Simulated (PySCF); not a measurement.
Sn(I)(NH2), H2INSn, SMILES [Sn]([I])[NH2], singlet at its B3LYP/def2-SVP optimised geometry (Å):

```
5

Sn    -0.8664    -1.3428     0.0000
I      1.9398    -1.3428     0.0000
N     -1.0451     0.6890     0.0000
H     -0.2644     1.3428    -0.0012
H     -1.9398     1.1754    -0.0008
```

Computed with B3LYP/def2-TZVP, def2 effective core potentials past Kr in PySCF. The core electrons that the potentials of I, Sn replace are not part of the density.

Map of the electrostatic potential (hartree/e), clipped to [-0.08, 0.12] on the plane z = 1.5 Å:

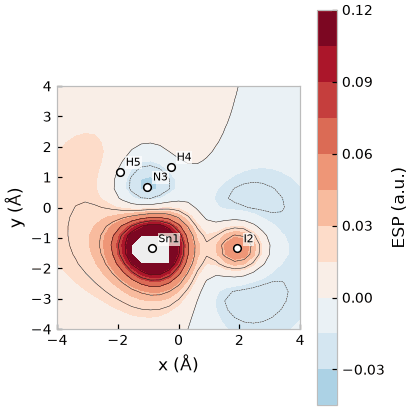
Fig. 1. Electrostatic potential (hartree/e), clipped to [-0.08, 0.12] on the plane z = 1.5 Å.
